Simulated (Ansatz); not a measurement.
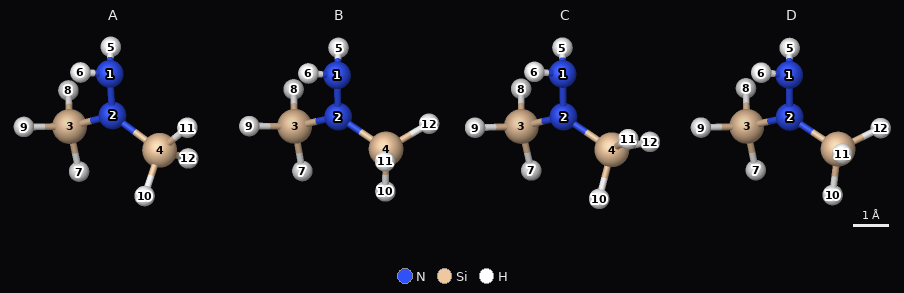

4 geometries from a converged minimum-energy path of Si$_{2}$N$_{2}$H$_{8}$, shuffled. The picture is a ball-and-stick view, seen at a tilt.

The calculation used RHF/def2-SVP (Ansatz). Settings: 9 movable images; climbing image; force threshold 0.03 eV/Å; iteration limit 60; starting path through a guess of the saddle point.

Which frame is the transition state?

A. In order along the path, whose images run from 0 to 10: A (image 5, +12.0 kJ/mol), C (image 7, +7.7 kJ/mol), D (image 9, +1.1 kJ/mol), B (image 10, 0.0 kJ/mol). The motion is a rotation about the N2–Si4 bond by about 120°. No bond forms or breaks between the ends. Bond angles that change up to the highest image, for instance: N1–N2–Si4 110.1° → 115.5°, Si3–N2–Si4 131.8° → 127.1°.

The run took 5.2 min on 1 thread of Intel(R) Xeon(R) 6975P-C (Granite Rapids) (shared host), peak memory 0.22 GiB.
